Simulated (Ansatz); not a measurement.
One crystal and one scan (scan of one atom of the cell) at two levels, PBE (plane waves to 420 eV, PAW, scalar-relativistic; Ansatz, a first-principles code) and r2SCAN (plane waves to 500 eV, PAW, scalar-relativistic; Ansatz), each from its own relaxed cell and on its own mesh. The cell shown is that of PBE.

Starting cell, Ru (hcp, Mg type):

```yaml
crystal:
  lattice:
    - [2.72216, 0.00000, 0.00000]
    - [-1.36108, 2.35746, 0.00000]
    - [0.00000, 0.00000, 4.29083]
  atoms:
    - { symbol: Ru, position: [0.33333, 0.66667, 0.75000] }
    - { symbol: Ru, position: [0.66667, 0.33333, 0.25000] }
```

In this cell atom 2 (Ru, nearest neighbour Ru at 2.659 Å; its periodic images, 2.7 Å or more away, move with it) is moved by s along Cartesian x, unit vector (1.000, 0.000, 0.000); all other atoms and the cell stay fixed.

The energy includes the smearing's −TS. Ru is run without spin polarisation. Ru was relaxed with its symmetry unable to fall. With partly filled bands, energies and forces of such displacements shift with the k mesh and the smearing. Percentages come from the unrounded values.

```json
[
 {"quantity": "Lattice constant a (Å)", "PBE": "2.722", "r2SCAN": "2.705", "PBE − r2SCAN": "+0.017 (+0.7 %)"},
 {"quantity": "Lattice constant c (Å)", "PBE": "4.291", "r2SCAN": "4.260", "PBE − r2SCAN": "+0.031 (+0.7 %)"},
 {"quantity": "Relaxed volume (Å³/atom)", "PBE": "13.77", "r2SCAN": "13.49", "PBE − r2SCAN": "+0.28 (+2.0 %)"},
 {"quantity": "Force constant k = d²E/ds² at s = 0 (finite differences) (eV/Å²)", "PBE": "7.04", "r2SCAN": "7.50", "PBE − r2SCAN": "-0.46 (-6.0 %)"}
]
```

PBE gives the higher value for: lattice constant a; lattice constant c; relaxed volume. PBE gives the lower value for: force constant k = d²E/ds² at s = 0. Both give the same shape of the curve: a single well with its minimum at or next to zero displacement.

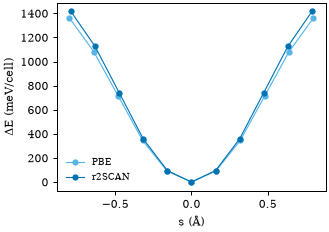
*ΔE, each from the undisplaced structure of its own level.*

(A displaced cell: forces are minus the slopes of the energy, force constants its curvatures, and phonons follow from these.)
